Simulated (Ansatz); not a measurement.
## Profile along the Mg–H line in KMgH3 (cubic perovskite)

KMgH₃ (cubic perovskite)

```xyz
5
Lattice="3.9920 0.0000 0.0000 0.0000 3.9920 0.0000 0.0000 0.0000 3.9920" Properties=species:S:1:pos:R:3 pbc="T T T"
K      0.0000     0.0000     0.0000
Mg     1.9960     1.9960     1.9960
H      1.9960     0.0000     1.9960
H      0.0000     1.9960     1.9960
H      1.9960     1.9960     0.0000
```

Fields along a shortest Mg–H line of a {100} plane (2.00 Å), from Mg to H, interpolated on the slice's grid (step about 0.1 Å). Calculation: r2SCAN (plane waves to 500 eV, PAW, scalar-relativistic; Ansatz, an electronic-structure program). k mesh 8×8×8. Near the nuclei the fields are pseudised (PAW); where an atom keeps semicore shells as valence, they peak there. KMgH3 was relaxed with its symmetry unable to fall.

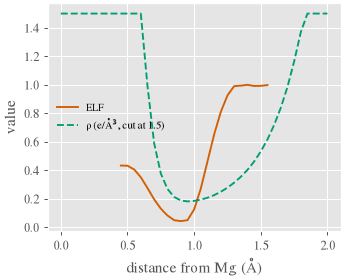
Figure: ELF (away from the nuclei) and valence density from Mg to H.

Density on the Mg–H line (2.00 Å) at its density minimum, 1.0 Å from Mg: 0.18 e/Å³. ELF at that point: 0.0. Character of the Mg–H contact (rough rule: ELF there above 0.7 covalent, below 0.2 ionic, polar between): closed-shell (ionic).
